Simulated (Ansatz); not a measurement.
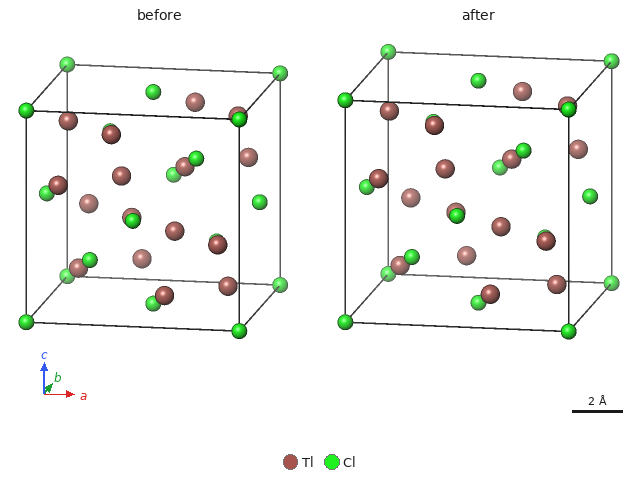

The structure of crystalline Tl₂Cl (built on the cubic Laves (C15)_227 type) (coarse preliminary run) before (left) and after (right) a relaxation, at one scale.

The picture is a ball-and-stick view of the conventional cell (4 times the calculation's cell), seen slightly off an axis. Lengths and directions refer to the drawn axes.

Case: cubic Laves (C15) type (Fd-3m, No. 227).

All numbers below come from DFT PBE, scalar-relativistic, plane waves, PAW (Ansatz).

Input
```yaml
crystal:
  lattice:
    - [0.0, 4.3935486418, 4.3935486418]
    - [4.3935486418, 0.0, 4.3935486418]
    - [4.3935486418, 4.3935486418, 0.0]
  atoms:
    - { symbol: Tl, position: [0.625, 0.625, 0.625] }
    - { symbol: Tl, position: [0.125, 0.625, 0.625] }
    - { symbol: Tl, position: [0.625, 0.625, 0.125] }
    - { symbol: Tl, position: [0.625, 0.125, 0.625] }
    - { symbol: Cl, position: [0.0, 0.0, 0.0] }
    - { symbol: Cl, position: [0.25, 0.25, 0.25] }
basis:
  ecutwfc: 420
kpoints:
  mp_grid: { grid: [4, 4, 4] }
hamiltonian:
  xc: pbe
scf:
  occupations: { method: gaussian, width: 0.1 }
  lower_state_search: "off"
output:
  forces: true
  stress: true
  eigenvalues: true
relax:
  adjacent_minimum: "off"
  f_tol: 0.04
  max_steps: 70
  cell: { stress_tol: 0.4 }
```

Command:
```bash
ansatz run input.yaml --threads 1 --pin off --max-ram 2560MiB --backend cpu --events-out ev --progress --plain --runs-dir out
```

Summarise the run.

Answer. The atoms keep their places relative to the cell (all moves are under 0.005 Å). The drawn cell changes as follows: a = b = c 8.787 → 9.217 Å (+4.9 %); the volume changes by +15.4 %. The space group stays Fd-3m (No. 227). Over 2 accepted moves (3 points after the start) the energy falls by 0.333 eV per cell of the calculation. All forces vanish by symmetry, so only the cell relaxes. Pressure: 4.43 GPa at the start and 0.24 GPa at the end. The SCF was repeated once at an unchanged geometry on a basis and grid sized afresh for the cell, which shifted the energy by 3.9 meV per cell of the calculation at most.
